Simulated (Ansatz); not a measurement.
**CH5GaO2 (SMILES [CH3][Ga]([OH])[OH]): wB97M-V/cc-pVDZ**

Aim: the energy change on altering one bond length of CH5GaO2 at wB97M-V/cc-pVDZ, from 2 runs. 

Program for the calculation: Ansatz 0.2.0.

80 further runs of the same task are left out: 3 that didn't finish, 77 set aside as unsound or not needed. Runs told in other sessions of the task aren't counted.

## (1) The structure to begin with

The species is CH5GaO2 (9 atoms), meant as a singlet with charge 0. As SMILES, `[CH3][Ga]([OH])[OH]`. Geometry: relaxed at PBE0-D4/def2-TZVP. This is one conformer, not always the lowest.

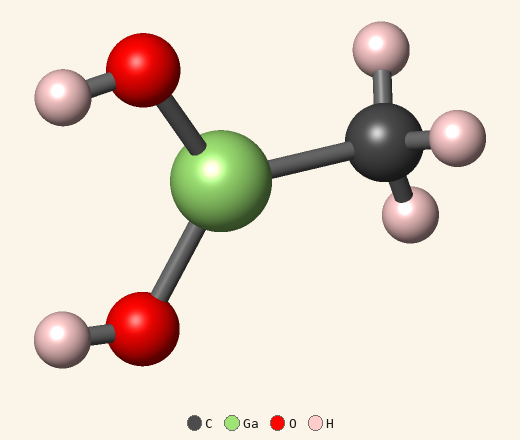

The structure, seen from a chosen angle (carbon dark grey, gallium green, oxygen red, hydrogen pink).

## (2) A single-point energy at wB97M-V/cc-pVDZ

File in.yaml:

```yaml
crystal:
  periodic: [false, false, false]
  atoms:
    - symbol: C
      position_ang: [0.139500, 0.740600, -1.385600]
    - symbol: Ga
      position_ang: [-0.022300, -0.180400, 0.314900]
    - symbol: O
      position_ang: [0.237900, -1.947500, 0.443200]
    - symbol: O
      position_ang: [-0.435700, 0.706800, 1.814800]
    - symbol: H
      position_ang: [0.259800, 0.024500, -2.197900]
    - symbol: H
      position_ang: [1.005300, 1.404900, -1.368100]
    - symbol: H
      position_ang: [-0.746600, 1.349900, -1.568800]
    - symbol: H
      position_ang: [0.141200, -2.314500, 1.323600]
    - symbol: H
      position_ang: [-0.490700, 0.169600, 2.607000]
basis:
  gaussian: {orbitals: cc-pVDZ}
magnetization: {spin_polarized: false}
hamiltonian: {xc: {name: wB97M-V}}
accuracy: high
output: {orbitals: {seedname: orbitals}}
```

Launch:

```sh
ansatz run in.yaml --threads 1 --pin off --max-ram 3480MiB --events-out events.jsonl --progress --plain --runs-dir runs
```

Output:

```text
Warning: RAYON_NUM_THREADS=1 ignored (pool sized by the plan → 1); use --threads N
Functional definition: wB97M-V
  name "wB97M-V"
  parameter omega = 0.3/bohr
  parameter cx = 0.15
  parameter cx01 = 1.007
  parameter cx10 = 0.259
  parameter css00 = 0.443
  parameter css04 = -1.437
  parameter css10 = -4.535
  parameter css20 = -3.390
  parameter css43 = 4.278
  parameter cos00 = 1.000
  parameter cos10 = 1.358
  parameter cos20 = 2.924
  parameter cos21 = -8.812
  parameter cos60 = -1.390
  parameter cos61 = 9.142
  parameter b = 6.0
  parameter c = 0.01
  gx(w, u) = 1 - cx + cx01*u + cx10*w
  gss(w, u) = css00 + css04*u^4 + css10*w + css20*w^2 + css43*w^4*u^3
  gos(w, u) = cos00 + cos10*w + (cos20 + cos21*u)*w^2 + (cos60 + cos61*u)*w^6
  exchange = spin_sum(e_x_unif_sr(omega)*gx(b97_w, b97_u_x)) + cx*exact_x_sr(omega) + exact_x_lr(omega)
  correlation = spin_sum(e_c_pw_mod_same_spin*gss(b97_w, b97_u_same))
      + integral(e_c_pw_mod_opposite_spin*gos(b97_w_opposite, b97_u_opposite)) + vv10(b, c)
2140 factors; integrals over basis functions are off by at most 4.7e-9 eV
387 factors; integrals over basis functions are off by at most 2.3e-9 eV
mean field evaluation 1: about -57578.3292 eV, gradient 6.6e1 eV
mean field evaluation 2: about -57577.3844 eV, gradient 7.4e1 eV
mean field evaluation 4: about -57586.6833 eV, gradient 1.7e0 eV
mean field evaluation 8: about -57586.7871 eV, gradient 8.4e-2 eV
mean field evaluation 16: about -57586.7872 eV, gradient 4.6e-5 eV
mean field -57586.78716354 eV, -2116.2753945339 hartree, gradient 6.4e-8 eV, S^2 0.000000; 0 other end points of the search recorded, 0 dependent functions left out
reference -57586.78716882 eV, -2116.2753947280 hartree; 29, 29 occupied and 65, 65 virtual orbitals, 2140 factors
Total energy: -57586.78716882 eV, -2116.2753947280 hartree
```

It took 85 s on 1 thread of Arm Neoverse V2, shared host; peak memory 0.66 GiB.

## (3) The distorted shape

File in.yaml:

```yaml
crystal:
  periodic: [false, false, false]
  atoms:
    - {symbol: C, position_ang: [0.121452, 0.848032, -1.263735]}
    - {symbol: Ga, position_ang: [-0.040348, -0.072968, 0.436765]}
    - {symbol: O, position_ang: [0.219852, -1.840068, 0.565065]}
    - {symbol: O, position_ang: [-0.453748, 0.814232, 1.936665]}
    - {symbol: H, position_ang: [0.259800, 0.024500, -2.197900]}
    - {symbol: H, position_ang: [0.987252, 1.512332, -1.246235]}
    - {symbol: H, position_ang: [-0.764648, 1.457332, -1.446935]}
    - {symbol: H, position_ang: [0.123152, -2.207068, 1.445465]}
    - {symbol: H, position_ang: [-0.508748, 0.277032, 2.728865]}
basis:
  gaussian:
    orbitals: cc-pVDZ
hamiltonian:
  xc: {name: wB97M-V}
accuracy: high
output:
  orbitals: {seedname: orbitals}
```

Launch:

```sh
ansatz run in.yaml --threads 1 --pin off --max-ram 3480MiB --events-out events.jsonl --progress --plain --runs-dir runs
```

Output:

```text
Warning: RAYON_NUM_THREADS=1 ignored (pool sized by the plan → 1); use --threads N
[... 19 set-up lines as earlier in the session ...]
  gx(w, u) = 1 - cx + cx01*u + cx10*w
  gss(w, u) = css00 + css04*u^4 + css10*w + css20*w^2 + css43*w^4*u^3
  gos(w, u) = cos00 + cos10*w + (cos20 + cos21*u)*w^2 + (cos60 + cos61*u)*w^6
[... 2 set-up lines as earlier in the session ...]
      + integral(e_c_pw_mod_opposite_spin*gos(b97_w_opposite, b97_u_opposite)) + vv10(b, c)
2148 factors; integrals over basis functions are off by at most 4.6e-9 eV
388 factors; integrals over basis functions are off by at most 2.5e-9 eV
mean field evaluation 1: about -57578.1709 eV, gradient 6.6e1 eV
mean field evaluation 2: about -57577.0384 eV, gradient 7.4e1 eV
mean field evaluation 4: about -57586.3758 eV, gradient 1.8e0 eV
mean field evaluation 8: about -57586.4778 eV, gradient 8.4e-2 eV
mean field evaluation 16: about -57586.4778 eV, gradient 4.0e-5 eV
mean field -57586.47779708 eV, -2116.2640255260 hartree, gradient 6.4e-8 eV, S^2 0.000000; 0 other end points of the search recorded, 0 dependent functions left out
reference -57586.47780237 eV, -2116.2640257205 hartree; 29, 29 occupied and 65, 65 virtual orbitals, 2148 factors
Total energy: -57586.47780237 eV, -2116.2640257205 hartree
```

It took 85 s on 1 thread of Arm Neoverse V2, shared host; peak memory 0.66 GiB.

## (4) Summary of results

At wB97M-V/cc-pVDZ:

```
                                                         quantity           value
                                        first shape: total energy  -2116.27539 Eh
                                         first shape: HOMO energy       -10.63 eV
                                         first shape: LUMO energy         1.98 eV
                                       first shape: HOMO–LUMO gap        12.61 eV
                                    distorted shape: total energy  -2116.26403 Eh
                                     distorted shape: HOMO energy       -10.64 eV
                                     distorted shape: LUMO energy         1.93 eV
                                   distorted shape: HOMO–LUMO gap        12.58 eV
energy change with the C1–H5 bond stretched from 1.090 to 1.253 Å        0.309 eV
```

**Reading.** With the C1–H5 bond stretched from 1.090 to 1.253 Å the energy rises by 0.31 eV (29.8 kJ/mol). The first shape isn't relaxed at this level, so the change isn't measured from a minimum.
